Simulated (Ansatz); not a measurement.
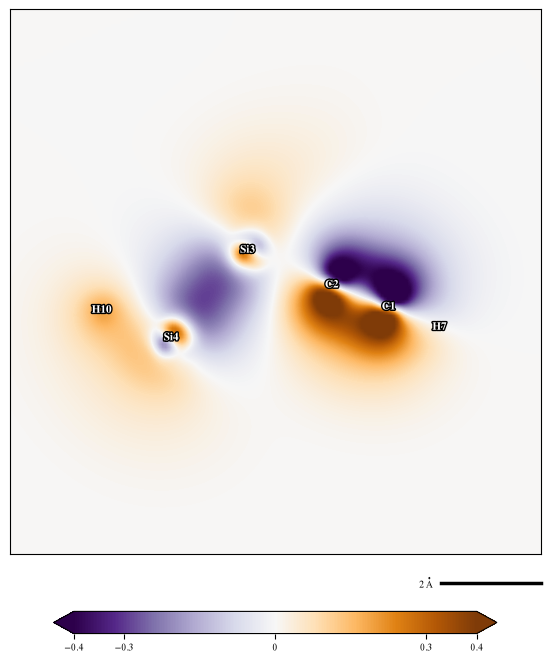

Figure 1: C2H9NSi3 (SMILES C#C[SiH]([SiH3])[SiH2]N). The HOMO−1 on the plane of atoms Si3, Si4 and H10 (values in Å⁻³ᐟ²; the overall sign is arbitrary).

Theory: RKS LDA/def2-SVP in Ansatz 0.2.0.

Input file:

```
crystal:
  periodic: [false, false, false]
  atoms:
    - { symbol: C, position_ang: [-2.034, 1.016, 2.0239] }
    - { symbol: C, position_ang: [-1.5216, 0.478, 1.1243] }
    - { symbol: Si, position_ang: [-0.679, -0.4219, -0.2757] }
    - { symbol: Si, position_ang: [0.1594, -2.4804, 0.403] }
    - { symbol: Si, position_ang: [1.2881, 0.7073, -0.8593] }
    - { symbol: "N", position_ang: [1.0223, 2.3606, -1.2608] }
    - { symbol: H, position_ang: [-2.5602, 1.5761, 2.8034] }
    - { symbol: H, position_ang: [-1.5141, -0.4986, -1.4513] }
    - { symbol: H, position_ang: [-1.055, -3.3381, 0.8462] }
    - { symbol: H, position_ang: [0.8082, -3.1693, -0.6795] }
    - { symbol: H, position_ang: [1.0017, -2.3817, 1.5858] }
    - { symbol: H, position_ang: [1.9331, 0.0879, -2.0048] }
    - { symbol: H, position_ang: [2.1875, 0.755, 0.2763] }
    - { symbol: H, position_ang: [0.568, 2.8562, -0.4655] }
    - { symbol: H, position_ang: [0.3737, 2.4022, -2.0366] }
basis:
  gaussian: { orbitals: def2-SVP }
hamiltonian:
  xc: lda
relax:
  f_tol: 0.015
  max_steps: 40
output:
  orbitals: {}
```

Launched as:

```sh
ansatz run input.yaml --threads 2 --pin off --max-ram 3072MiB --backend cpu --events-out ev --progress --plain --runs-dir out
```

The fields are those of the run's last geometry, not of the input's.

Question: Where does this orbital lie, and at what energy?

Answer: Its weight (Hirshfeld) is mainly on C1 (about 30 %), C2 (about 25 %), Si4 (about 15 %) and Si3 (about 10 %). Its energy is −6.74 eV.
